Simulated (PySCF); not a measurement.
```xyz
8

K     0.1433   -0.0905    1.7950
N     0.2170   -1.9187   -0.1197
K    -0.1692    0.0920   -1.8025
N    -0.2142    1.9229    0.1069
H     1.0974   -2.4610   -0.2255
H    -0.4793   -2.6896   -0.1035
H     0.5026    2.6749    0.0860
H    -1.0790    2.4890    0.2154
```

Geometry: BP86-D3(BJ)/def2-SVP.

The calculation used DFT single point, gas phase, functional wB97X (PySCF).

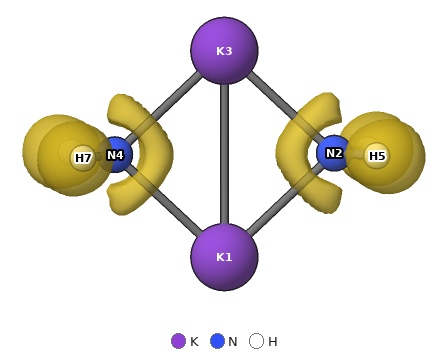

H$_{4}$K$_{2}$N$_{2}$. Isosurface of the electron localisation function at 0.85 (yellow), seen across its widest extent. Core shells and regions of very low density are left out.

Describe the localisation domains.

The ELF exceeds this value in four regions around hydrogen nuclei and two regions wrapped around N (the valence shell of each). Along the contacts the grid gives the following. K–N (2.65 Å): the ELF peaks at about 0.95 in the valence shell of N, 0.7 Å from its nucleus, and is about 0.10 at the midpoint (a closed-shell, largely ionic contact). K–K (3.62 Å): the ELF is about 0 at the midpoint.
